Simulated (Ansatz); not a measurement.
# Run report: CH9AsSi, molecular dynamics (part 2 of 2)

The same run, continued: CH9AsSi; RKS PBE0-D4/def2-SVP (Ansatz 0.2.0). Some settings of this run were made unusual or wrong on purpose.

Geometry of the input (Å):
```
Si -1.4571  0.5664  0.1332
C  0.1680  1.4899  0.1839
H  -1.6663  -0.0645  -1.1986
H  -1.4911  -0.5066  1.1639
H  -2.5946  1.4915  0.3901
H  0.3694  -1.9617  -1.0985
As 1.5186  -2.6237  -0.3526
H  0.3221  1.9491  1.1629
H  1.0023  0.8125  -0.0105
H  0.1872  2.2808  -0.5691
H  1.1555  -1.9164  0.9447
H  2.4861  -1.5173  -0.7492
```

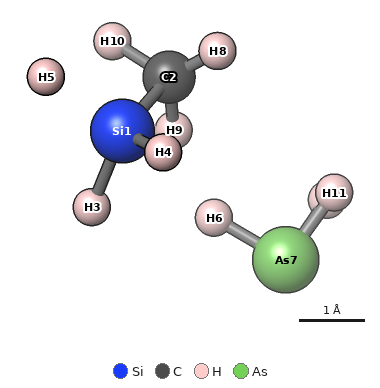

The geometry at step 17 of the log (ball-and-stick view, seen at a tilt; atoms are numbered from 1 in the order of the input).

### Trajectory as extended XYZ, continued
```
12
Properties=species:S:1:pos:R:3:forces:R:3 step=9 time_fs=9.0 energy=-69873.54781 temperature=3536.3
Si   -1.5236    0.4645    0.1186    3.4462  -5.5397  -1.2117
C     0.2277    1.0946    0.2305   -1.5347   2.8743   2.8872
H    -1.2590    0.0374   -1.6148   -0.6361   0.2054   2.3765
H    -1.9784   -0.8909    1.0446    0.9364   1.6451  -1.3440
H    -2.6831    1.0951    0.1296   -3.5600   2.9947   0.1136
H     0.3978   -0.8735   -1.2325    1.4174  -2.6439   1.1737
As    1.4790   -2.4602   -0.3144   -2.4357   3.0418   1.4270
H     0.7022    1.5566    1.1073   -0.8561  -0.2409   1.7414
H     0.8731    0.2315    0.3006    0.8975  -0.1653  -2.1964
H     0.0487    2.1611   -0.1010    1.3036  -1.2375  -2.0915
H     1.4481   -1.5346    1.3333   -0.6465  -1.6600  -2.1384
H     2.5744   -1.5098   -0.1767    1.6679   0.7260  -0.7375
12
Properties=species:S:1:pos:R:3:forces:R:3 step=10 time_fs=10.0 energy=-69873.76229 temperature=3385.5
Si   -1.5196    0.4497    0.1134    3.1941  -5.3131  -1.0623
C     0.2380    1.0615    0.2295   -0.7795   1.2725   3.7671
H    -1.2620    0.0205   -1.5597   -0.6192   0.1767   2.1276
H    -1.9767   -0.8851    1.0199    0.8585   1.4833  -1.1988
H    -2.6688    1.1043    0.1035   -3.4605   2.9738   0.0945
H     0.4515   -0.8461   -1.1788    1.4724  -2.8004   1.0914
As    1.4717   -2.4490   -0.3154   -0.9253   3.9418   1.5101
H     0.7157    1.5080    1.1316   -0.8874  -0.6143   1.2888
H     0.8269    0.1177    0.2896    0.4280   1.0039  -2.0815
H     0.0549    2.1110   -0.0454    1.1935  -0.2727  -2.5806
H     1.5408   -1.5520    1.2944   -0.9620  -1.5693  -1.9181
H     2.6574   -1.4985   -0.0809    0.4874  -0.2823  -1.0382
12
Properties=species:S:1:pos:R:3:forces:R:3 step=11 time_fs=11.0 energy=-69874.55055 temperature=4714.7
Si   -1.5173    0.4332    0.1094    0.8629  -3.7883  -0.7266
C     0.2344    1.0316    0.2307   -0.0767  -0.1059   4.8507
H    -1.2840    0.0124   -1.4531   -0.6217   0.0338   1.4693
H    -1.9843   -0.8621    1.0103    0.8251   1.2992  -1.0694
H    -2.7081    1.1589    0.1067   -1.5119   1.8009   0.1283
H     0.5021   -0.8390   -1.0982    1.5673  -2.9429   0.9207
As    1.4660   -2.4356   -0.3198   -0.0169   4.1535   1.5450
H     0.6892    1.4296    1.1995   -1.0027  -0.9550   0.3275
H     0.7694    0.0273    0.2352    0.3058   1.8810  -1.7525
H     0.0950    2.0615   -0.0217    1.0440   0.7702  -2.7793
H     1.6041   -1.5862    1.2375   -1.1803  -1.4206  -1.6013
H     2.7263   -1.4979    0.0049   -0.1948  -0.7259  -1.3123
12
Properties=species:S:1:pos:R:3:forces:R:3 step=12 time_fs=12.0 energy=-69875.37111 temperature=5365.2
Si   -1.5160    0.4224    0.1059   -1.5203  -1.8920   0.5377
C     0.2263    1.0059    0.2396    0.0183  -1.2285   5.6651
H    -1.3066   -0.0194   -1.3115   -0.5928  -0.3118  -0.1694
H    -2.0049   -0.8171    1.0044    0.8095   1.0024  -0.8385
H    -2.7720    1.2386    0.1516    0.3939   0.5265   0.0128
H     0.5608   -0.8463   -0.9929    1.6315  -3.0869   0.5849
As    1.4599   -2.4209   -0.3280    0.3755   3.8795   1.3051
H     0.6173    1.3247    1.2850   -0.8665  -0.9649  -0.5980
H     0.7170   -0.0169    0.1474    0.4764   2.1411  -1.2261
H     0.1463    2.0083   -0.0244    1.0030   1.9207  -2.8083
H     1.6313   -1.6211    1.1459   -1.2988  -1.1904  -0.9459
H     2.7669   -1.5131    0.0774   -0.4296  -0.7956  -1.5194
12
Properties=species:S:1:pos:R:3:forces:R:3 step=13 time_fs=13.0 energy=-69875.72353 temperature=5133.0
Si   -1.5102    0.4198    0.1030   -3.3349   0.1796   2.8776
C     0.2170    0.9824    0.2499   -0.2238  -0.7469   6.1011
H    -1.3165   -0.0602   -1.1655   -0.4228  -1.2002  -2.9936
H    -2.0350   -0.7460    0.9923    0.7364   0.5232  -0.4127
H    -2.8247    1.3250    0.1961    1.5083  -0.3088  -0.2168
H     0.6514   -0.8545   -0.9013    1.5892  -3.2796   0.1432
As    1.4544   -2.4054   -0.3357    0.4084   3.1248   0.3688
H     0.5366    1.2188    1.3592   -0.5546  -0.7889  -1.4969
H     0.6686   -0.0098    0.0340    0.8950   1.6687  -0.6347
H     0.1887    1.9683   -0.0563    1.0310   2.1442  -2.4537
H     1.6515   -1.6621    1.0322   -1.3579  -0.6599   0.3577
H     2.7836   -1.5562    0.1156   -0.2742  -0.6564  -1.6402
12
Properties=species:S:1:pos:R:3:forces:R:3 step=14 time_fs=14.0 energy=-69875.77801 temperature=5075.8
Si   -1.5042    0.4200    0.1053   -4.3407   2.0491   4.1600
C     0.2110    0.9578    0.2678   -0.7176   1.6483   5.5777
H    -1.3218   -0.1082   -1.0749   -0.2833  -2.0924  -5.0078
H    -2.0752   -0.6643    0.9735    0.5634  -0.1163   0.2021
H    -2.8698    1.4008    0.2283    2.0872  -0.7726  -0.4113
H     0.7617   -0.8776   -0.8541    1.3956  -3.1895  -0.1265
As    1.4504   -2.3884   -0.3405    0.1310   1.6839  -1.3103
H     0.4531    1.1052    1.4078   -0.0216  -0.4582  -1.8512
H     0.6498    0.0549   -0.0893    1.4129   0.4164  -0.4065
H     0.2525    1.9507   -0.1011    0.8621   0.9635  -1.4119
H     1.6910   -1.7162    0.9372   -1.3181   0.2586   2.2680
H     2.7858   -1.6269    0.1193    0.2291  -0.3910  -1.6823
12
Properties=species:S:1:pos:R:3:forces:R:3 step=15 time_fs=15.0 energy=-69875.75790 temperature=5670.9
Si   -1.5036    0.4185    0.1089   -4.0377   3.0867   2.3334
C     0.2093    0.9349    0.2962   -0.7635   3.2351   2.6591
H    -1.3205   -0.1618   -1.0683   -0.4474  -1.8521  -4.3613
H    -2.1087   -0.5742    0.9379    0.0638  -1.1745   1.1737
H    -2.9176    1.4766    0.2630    2.3570  -1.0351  -0.5638
H     0.8739   -0.9404   -0.8385    0.9347  -2.2557  -0.1650
As    1.4467   -2.3713   -0.3438   -0.3764  -0.5036  -3.4437
H     0.3540    0.9808    1.4035    0.8820   0.0228  -0.6788
H     0.6853    0.1471   -0.2199    1.2621  -0.1996  -0.1184
H     0.3328    1.9443   -0.1637    0.2673  -0.5970   0.2090
H     1.7432   -1.7698    0.8585   -1.0221   1.4198   4.6621
H     2.7792   -1.6900    0.1223    0.8801  -0.1469  -1.7063
12
Properties=species:S:1:pos:R:3:forces:R:3 step=16 time_fs=16.0 energy=-69874.87117 temperature=5270.2
Si   -1.5077    0.4140    0.1095   -2.7479   4.0162  -1.0375
C     0.2080    0.9105    0.3277    0.3731   2.8463  -3.3579
H    -1.3234   -0.2060   -1.1163   -0.7086  -1.0346  -2.6202
H    -2.1430   -0.4609    0.9083   -0.9564  -2.7509   2.5994
H    -2.9445    1.5501    0.2904    2.4439  -1.1811  -0.6818
H     1.0079   -1.0532   -0.8397   -0.0805   0.4247  -0.6727
As    1.4423   -2.3570   -0.3446   -0.8614  -4.1703  -5.1433
H     0.2666    0.8664    1.3640    1.7444   0.3146   2.3397
H     0.7624    0.2149   -0.3410   -0.0615   0.4814   1.3696
H     0.4014    1.9310   -0.2430   -0.4106  -1.5397   1.7991
H     1.8049   -1.8196    0.7964   -0.3940   2.5759   7.0909
H     2.7663   -1.7425    0.1183    1.6595   0.0176  -1.6853
12
Properties=species:S:1:pos:R:3:forces:R:3 step=17 time_fs=17.0 energy=-69872.93768 temperature=4978.0
Si   -1.5130    0.4069    0.1124   -1.0710   4.9070  -4.1700
C     0.2133    0.8877    0.3663    1.4966   2.5305  -8.5362
H    -1.3497   -0.2403   -1.1817   -0.8373  -0.3074  -1.0096
H    -2.1946   -0.3424    0.8988   -2.2340  -4.0919   4.0751
H    -2.9679    1.6123    0.3080    2.5145  -1.2714  -0.7682
H     1.1331   -1.1805   -0.8458   -1.4345   5.4911  -2.3599
As    1.4351   -2.3476   -0.3450   -0.6111  -9.1774  -4.0633
H     0.2110    0.7603    1.3505    2.1014   0.0685   5.0135
H     0.8470    0.2633   -0.4384   -1.3133   0.8235   2.8906
H     0.4679    1.9119   -0.2782   -0.8918  -1.7640   2.7722
H     1.8839   -1.8943    0.7841    0.1460   2.7888   7.8191
H     2.7698   -1.7934    0.1056    2.1345   0.0027  -1.6635
12
Properties=species:S:1:pos:R:3:forces:R:3 step=18 time_fs=18.0 energy=-69871.83786 temperature=4213.0
Si   -1.5197    0.4000    0.1154   -0.0680   4.8087  -5.3250
C     0.2206    0.8730    0.4097    1.8836   2.1316  -8.5813
H    -1.3828   -0.2438   -1.2435   -0.8454   0.0954   0.0182
H    -2.2583   -0.2510    0.9193   -2.6906  -4.2099   4.4282
H    -2.9914    1.6420    0.3504    2.5052  -1.2055  -0.9001
H     1.2492   -1.2474   -0.8746   -1.6881   9.5194  -4.0454
As    1.4255   -2.3439   -0.3469    0.5540 -11.8669  -0.0409
H     0.1939    0.6635    1.4046    2.1443   0.0651   3.6623
H     0.9208    0.3094   -0.5112   -1.9818   0.6450   3.7243
H     0.5217    1.8842   -0.2609   -1.1430  -1.5483   3.1871
H     1.9660   -1.9862    0.8430   -0.2335   1.9434   5.4993
H     2.8161   -1.8335    0.1010    1.5631  -0.3781  -1.6267
12
Properties=species:S:1:pos:R:3:forces:R:3 step=19 time_fs=19.0 energy=-69872.04600 temperature=4673.3
Si   -1.5297    0.3977    0.1171   -0.4476   3.6038  -4.4613
C     0.2226    0.8666    0.4498    1.8701   1.1973  -5.4367
H    -1.4068   -0.2274   -1.3031   -0.8495   0.3186   0.7741
H    -2.3422   -0.1800    0.9799   -1.6945  -3.1990   3.2053
H    -3.0030    1.6444    0.4032    2.4542  -1.0335  -1.0746
H     1.3696   -1.2393   -0.9228   -0.6719   8.8461  -3.6956
As    1.4138   -2.3447   -0.3513    1.1019 -10.1106   2.4539
H     0.2011    0.5835    1.5183    2.0427   0.8098  -0.0599
H     0.9858    0.3608   -0.5455   -2.2755   0.2388   3.9456
H     0.5623    1.8552   -0.2200   -1.2910  -1.1968   3.3116
H     2.0416   -2.0661    0.9334   -0.9531   1.3506   2.5261
H     2.8773   -1.8745    0.0991    0.7140  -0.8251  -1.4887
12
Properties=species:S:1:pos:R:3:forces:R:3 step=20 time_fs=20.0 energy=-69872.44860 temperature=5416.2
Si   -1.5430    0.4018    0.1189   -1.7395   2.1787  -2.6097
C     0.2283    0.8666    0.4903    1.5582   0.3825  -3.2917
H    -1.4304   -0.2118   -1.3657   -0.8397   0.4926   1.4644
H    -2.4612   -0.1269    1.0769    0.2556  -1.9165   1.0498
H    -3.0081    1.6316    0.4431    2.4219  -0.8310  -1.2457
H     1.4585   -1.1824   -0.9761   -0.1225   5.4764  -1.9025
As    1.4021   -2.3477   -0.3565    1.8361  -6.2138   2.5172
H     0.1896    0.5131    1.6278    1.9694   1.3582  -2.1957
H     1.0396    0.4294   -0.5440   -2.3899  -0.3026   3.8842
H     0.6136    1.8300   -0.1345   -1.4325  -0.6561   3.1601
H     2.0986   -2.1387    1.0239   -1.4435   1.1458   0.5657
H     2.9463   -1.9317    0.0668   -0.0736  -1.1141  -1.3963
12
Properties=species:S:1:pos:R:3:forces:R:3 step=21 time_fs=21.0 energy=-69872.45126 temperature=6245.6
Si   -1.5612    0.4111    0.1183   -2.7020   1.3434  -0.9670
C     0.2366    0.8641    0.5340    0.7554  -0.3699  -1.9936
H    -1.4589   -0.2048   -1.4108   -0.8026   0.6076   1.8898
H    -2.6043   -0.0946    1.1849    1.8345  -1.2067  -0.5947
H    -3.0096    1.5882    0.4807    2.4130  -0.5625  -1.4484
H     1.5204   -1.0779   -1.0409   -0.1999   1.6683   0.0553
As    1.3932   -2.3526   -0.3592    3.0286  -2.1162   1.6297
H     0.1637    0.4607    1.7114    2.0395   1.5163  -3.0777
H     1.0648    0.5296   -0.5280   -2.3116  -1.1017   3.6981
H     0.6704    1.7913   -0.0076   -1.4399   0.4374   2.7329
H     2.1386   -2.1894    1.1056   -1.7363   1.0219  -0.5753
H     3.0302   -2.0065   -0.0220   -0.8786  -1.2378  -1.3491
12
Properties=species:S:1:pos:R:3:forces:R:3 step=22 time_fs=22.0 energy=-69871.88632 temperature=5958.0
Si   -1.5849    0.4201    0.1139   -2.8349   1.1937   0.0554
C     0.2389    0.8508    0.5745    0.0953  -1.0829  -0.9377
H    -1.4823   -0.1958   -1.4285   -0.7972   0.6325   2.0343
H    -2.7360   -0.0543    1.2856    2.5048  -1.0459  -1.3287
H    -3.0061    1.5625    0.5170    2.3961  -0.3828  -1.6465
H     1.5902   -0.9826   -1.1302   -0.4246  -0.4900   1.1442
As    1.3854   -2.3567   -0.3620    4.0480   0.2127   1.0960
H     0.1611    0.4193    1.7691    1.9657   1.4438  -3.4687
H     1.0847    0.6296   -0.4833   -2.2664  -1.8580   3.3399
H     0.7227    1.7553    0.1511   -1.2845   1.6927   2.2069
H     2.1765   -2.2278    1.1806   -1.8691   0.9401  -1.2950
H     3.1031   -2.0810   -0.1281   -1.5331  -1.2560  -1.2000
12
Properties=species:S:1:pos:R:3:forces:R:3 step=23 time_fs=23.0 energy=-69871.49361 temperature=5582.4
Si   -1.6107    0.4295    0.1134   -2.5894   1.3867   0.5182
C     0.2387    0.8333    0.6095   -0.2452  -1.7048  -0.4638
H    -1.4955   -0.1956   -1.4275   -0.8117   0.6355   2.0858
H    -2.8421   -0.0003    1.3624    2.6559  -1.0940  -1.5259
H    -3.0008    1.5615    0.5245    2.3797  -0.3278  -1.7641
H     1.6618   -0.9179   -1.2225   -0.6073  -1.3793   1.6365
As    1.3774   -2.3581   -0.3681    4.7709   1.1488   0.8408
H     0.1766    0.3693    1.7692    1.7744   1.2164  -3.2662
H     1.0927    0.6818   -0.3998   -2.3402  -2.2382   2.8613
H     0.7769    1.7268    0.3425   -1.0391   2.6364   1.8116
H     2.2101   -2.2691    1.2491   -1.8842   0.8993  -1.7449
H     3.1702   -2.1581   -0.2298   -2.0638  -1.1790  -0.9892
12
Properties=species:S:1:pos:R:3:forces:R:3 step=24 time_fs=24.0 energy=-69871.46654 temperature=5547.2
Si   -1.6339    0.4407    0.1145   -2.4250   1.4611   0.7061
C     0.2428    0.8139    0.6419    0.0085  -0.7869  -0.6401
H    -1.5088   -0.2322   -1.4214   -0.7698   0.7345   2.1900
H    -2.9258    0.0362    1.4113    2.7246  -1.0914  -1.5618
H    -3.0094    1.5533    0.4930    2.4039  -0.3147  -1.7931
H     1.7155   -0.8608   -1.2881   -0.7045  -1.7981   1.8437
As    1.3694   -2.3547   -0.3763    5.2577   1.5279   0.7194
H     0.2005    0.3096    1.7204    1.5358   0.7879  -2.4260
H     1.0738    0.7044   -0.2770   -2.1981  -2.4604   2.0219
H     0.8514    1.7167    0.5389   -1.4832   2.0951   1.7517
H     2.2282   -2.3000    1.3091   -1.8372   0.8451  -2.0487
H     3.2408   -2.2371   -0.3224   -2.5127  -1.0001  -0.7632
12
Properties=species:S:1:pos:R:3:forces:R:3 step=25 time_fs=25.0 energy=-69871.48868 temperature=5036.1
Si   -1.6568    0.4468    0.1117   -2.2819   1.2995   0.8120
C     0.2448    0.7928    0.6730    0.3082   1.4167  -1.1974
H    -1.5294   -0.2931   -1.4246   -0.6940   0.8999   2.3439
H    -2.9795    0.0401    1.4648    2.7044  -1.0113  -1.5904
H    -3.0256    1.5289    0.4512    2.4581  -0.3317  -1.7740
H     1.7643   -0.8235   -1.3219   -0.7979  -1.9535   1.9081
As    1.3590   -2.3477   -0.3820    5.5064   1.6595   0.5901
H     0.2358    0.2367    1.6288    1.2213  -0.0884  -0.4662
H     1.0600    0.7108   -0.1431   -1.5502  -2.4564   0.6151
H     0.8987    1.7348    0.7138   -2.3471   0.6223   1.4849
H     2.2327   -2.3057    1.3480   -1.7593   0.7706  -2.2354
H     3.2995   -2.3018   -0.4301   -2.7680  -0.8274  -0.4907
```

### Outcome

| quantity | value |
| --- | --- |
| outcome | finished |
| mean temperature over the second half | 5292 K |
| trajectory | 25 steps, 25 fs |
| ensemble | nvt_langevin |
| temperature in the input | 8000 K |
| time step | 1.0 fs |
| potential energy (last step) | −69871.4887 eV |
| mean-field energy (last step) | −69871.2785 eV |
| dispersion energy (last step) | −0.2102 eV |
| SCF solution under orbital rotations (last step) | stable |
| largest force (length of the vector) (last step) | 5.781 eV/Å |
| dipole moment (last step) | 1.28 D |
| hardware | 4 threads of Intel Xeon @ 2.50GHz, 180 GiB of memory available, shared host |
| wall time | 79 s (CPU time 4.5 min) |
| peak memory | 0.51 GiB |

### Diagnosis

The input was spoiled on purpose: far too hot. The run converged all the same; its numbers are those of the faulty input and shouldn't be used. So short a trajectory is not equilibrated. The logged temperature at the start can lie below the typed one, since it is counted over all degrees of freedom. The temperature stays far from the 8000 K of the thermostat over the second half: the run isn't equilibrated.
